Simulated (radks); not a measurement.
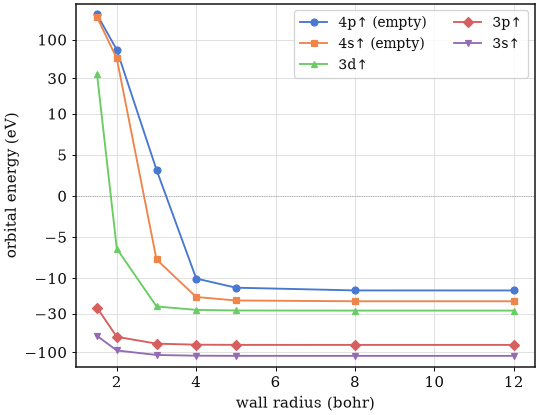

The iron ion Fe²⁺; electrons: [Ar] 3d6 (high spin). It is put inside a hard spherical wall of varying radius. Level of theory: non-relativistic Kohn-Sham, PBE, spin-polarised, spherical densities, point nucleus. Computed with the in-house radial solver radks. The plot shows the outer orbital energies (spin up), on a scale that is linear within ±10 eV and logarithmic beyond.

Q: How do the levels move, and do any cross?

A: The levels rise as the wall closes in: 4p↑ goes from −14.6 eV at 12 bohr to 219.7 eV at 1.5 bohr and passes zero between 4 and 3 bohr. No two of the levels drawn cross. The fastest to rise is 4p↑ (by 234.3 eV), the slowest 3s↑ (by 51.9 eV): the wall presses hardest on the most extended orbitals.
